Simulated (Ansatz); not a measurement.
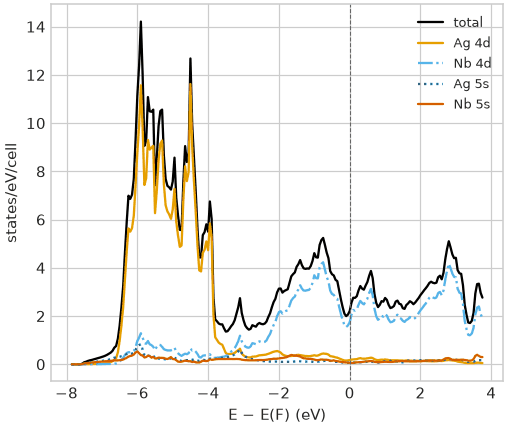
*Total and projected density of states of NbAg in space group Pmma (No. 51; Ag on 2e, Nb on 2f), PBEsol (plane waves, PAW; program Ansatz)*

Task: Which orbitals carry the states next to the Fermi level?

Result: Within 0.5 eV of the Fermi level: Nb 4d 79 %, Ag 4d 8 %, outside the projected shells 6 %. Projections are on Löwdin-orthogonalised atomic valence shells; empty p or d shells of many metals are not among them.

Task: Where is the tallest occupied peak in this window, and what makes it?

Result: Near -5.9 eV, about 14 states/eV per cell; the largest projected share is Ag 4d.

The start of the workflow was typed in or built on a structure type; neither database checked (COD, Materials Project) lists it. Its standing as an ambient phase is unchecked. The PBEsol relaxation kept the symmetry of its start; phonons show weakly imaginary modes. The run is not spin-polarised. Its formation energy is positive at this level, so the cell may be metastable or incomplete. Scalar-relativistic: spin–orbit coupling is off unless named, which matters more the heavier the elements.

Potentials: the later of the program's two PAW sets.
